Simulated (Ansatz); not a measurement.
## Effort and miss along a sweep of basis.ecutwfc: Ca2W (Fd-3m, 6 atoms in the cell)

```
CELL_PARAMETERS angstrom
      0.00000     4.87498     4.87498
      4.87498     0.00000     4.87498
      4.87498     4.87498     0.00000
ATOMIC_POSITIONS crystal
  Ca 0.12500 0.12500 0.12500
  Ca 0.62500 0.12500 0.12500
  Ca 0.12500 0.62500 0.12500
  Ca 0.12500 0.12500 0.62500
  W  0.75000 0.75000 0.75000
  W  0.50000 0.50000 0.50000
```

Level of theory: PBE (plane waves, PAW; Ansatz, an electronic-structure program).

Base settings: basis.ecutwfc = 420 eV; kpoints.mp_grid.grid = 6 6 6; hamiltonian.xc = pbe; hamiltonian.pseudopotentials = {kind: paw} (the program's default PAW files); scf.occupations.method = cold; scf.occupations.width = 0.272 eV.

Misses are taken against the tightest run, 840 eV, which need not be fully converged itself. The energy is the free energy per atom.

The count of work is k-points × plane waves × bands × iterations; it is no time, and leaves out set-up, grids and terms that scale otherwise. 

Ansatz's pressure holds its estimate of the finite-basis (Pulay) stress, which hides part of the cutoff error; the uncorrected pressure shows it.

The starting cell was generated: these elements placed on a structure prototype, without a prior relaxation; it need not be a known phase or ordering of this composition. Spin polarisation is off. In the base run, with a pressure of about -7 GPa the cell is away from its equilibrium volume at this level. Ansatz's pressure includes its estimate of the finite-basis (Pulay) stress.

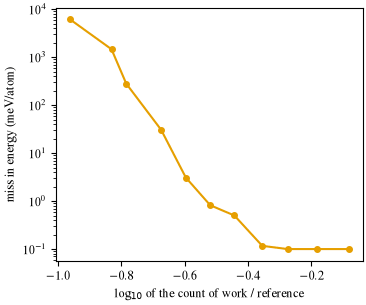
Figure: Miss against the count of work; the reference run is not drawn, and misses under 0.1 meV/atom are drawn there.

```
basis.ecutwfc  energy less reference (meV/atom)  pressure less reference (GPa)  uncorrected pressure less reference (GPa)  count of work / reference
-------------  --------------------------------  -----------------------------  -----------------------------------------  -------------------------
170 eV                                  6166.57                           2.16                                     -97.85                       0.11
210 eV                                  1461.59                          -0.15                                     -32.32                       0.15
250 eV                                   279.86                           0.10                                      -8.52                       0.16
295 eV                                    30.74                           0.01                                      -1.35                       0.21
335 eV                                     3.09                           0.00                                      -0.15                       0.25
380 eV                                     0.82                           0.00                                      -0.01                       0.30
420 eV                                     0.50                           0.00                                      -0.01                       0.36
485 eV                                     0.12                           0.00                                       0.00                       0.44
545 eV                                     0.05                           0.00                                       0.00                       0.53
630 eV                                     0.03                           0.00                                       0.00                       0.66
735 eV                                     0.02                           0.00                                       0.00                       0.83
840 eV                                     0.00                           0.00                                       0.00                        1.0
```

Coarsest setting among those run that, with all tighter ones, holds the energy within 5 meV/atom of the reference: 335 eV, off by 3.1 meV/atom; it needs 0.25 of the reference's count of work.

Coarsest setting among those run that, with all tighter ones, holds the energy within 1 meV/atom of the reference: 380 eV, off by 0.82 meV/atom; it needs 0.30 of the reference's count of work.

The step from 170 eV to 420 eV: it takes the miss in the energy from 6200 to 0.50 meV/atom, for 3.3 times the count of work.

Keys are those of Ansatz 0.2.
